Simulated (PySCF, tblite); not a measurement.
# C₅H₉BN radical: geometry, infrared bands and EPR parameters

What infrared bands and EPR parameters should C₅H₉BN radical (`[H]/[C]=C\CB(C)N=C`) show?

The runs use tblite 0.8.0 and PySCF 2.14.0, with density-fitted response routines of our own; the level of theory stands in each step. All values are computed, except where a source is named. Atoms count from 0, in the outputs and in this text.

### 1 The starting structure

16 atoms, charge 0, multiplicity 2; geometry from: force field or distance geometry start.

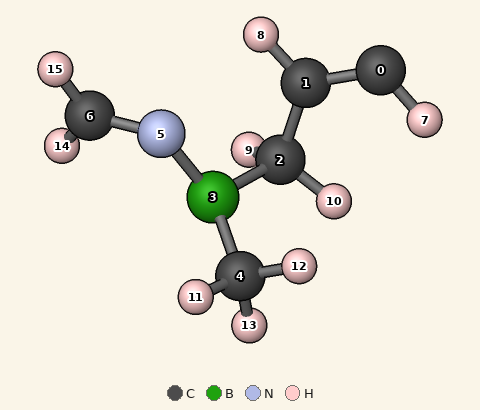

The starting geometry (carbon dark grey, boron green, nitrogen light blue, hydrogen pink), atoms numbered.

### 2 Optimising the geometry with GFN2-xTB

What the job is given:

```
{"job": {"kind": "relax", "xc": "GFN2-xTB", "basis": "xTB"}, "charge": 0, "multiplicity": 2}
C     -2.232300    -1.007800     1.437700
C     -1.223500    -1.181400     0.599000
C     -1.026600    -0.326300    -0.595200
B      0.380400     0.398500    -0.377000
C      0.283500     1.955000    -0.085200
N      1.388300    -0.463600     0.347800
C      2.352800    -1.068200    -0.208600
H     -2.939400    -0.191400     1.206300
H     -0.500900    -1.982500     0.820000
H     -0.892400    -0.916000    -1.515800
H     -1.863200     0.419900    -0.671000
H      1.247200     2.412400     0.171500
H     -0.433600     2.167600     0.750300
H     -0.093900     2.461100    -0.990600
H      2.494100    -0.994800    -1.273900
H      3.051700    -1.673600     0.373300
```

On the command line:

```
$ OMP_NUM_THREADS=1 python probes_run.py task.json out
```

This one command runs all jobs of the session in turn.

**Question.** This job is followed by: GFN2-xTB harmonic vibrations, gas phase; UKS B3LYP, pcH-1 on B C H N, non-relativistic, mean-field spin-orbit, GIAO. Predict these results of the whole session: strongest single infrared mode (GFN2-xTB); zero-point energy (GFN2-xTB); g(iso) (B3LYP); ⟨S²⟩; largest a(iso) (averaged by class); potential on the surface of density 0.002 e/bohr³, 1st and 99th percentile.

As calculated:

| quantity | value |
| --- | --- |
| strongest single infrared mode (GFN2-xTB) | 2938 cm⁻¹, 60 km/mol |
| zero-point energy (GFN2-xTB) | 78.8 kcal/mol |
| g(iso) (B3LYP) | 2.00219 |
| ⟨S²⟩ | 0.759 (exact 0.75) |
| largest a(iso) (averaged by class) | 13C on C0, 310.4 MHz |
| potential on the surface of density 0.002 e/bohr³, 1st and 99th percentile | -0.91 V and 1.11 V |

What this shows: Over 71 steps the energy fell by 1.209 eV; of the close pairs, B3–N5 changed most, 1.511 to 1.339 Å. No mode is imaginary among the 42: a minimum at this level. The strongest single mode, at 2938 cm⁻¹, moves mainly H14 and H15. GFN2-xTB is a fitted tight-binding method: band positions and strengths are rough. Its intensities can rank the bands wrongly. C0 carries the largest spin population, 1.03 e. The isotropic g lies 0.1 ppt below the free-electron value. These values are for one conformer; the search (at its own cheap level) found 2 more, at 0.14, 0.39 kcal/mol, and measured spectra average over such forms.
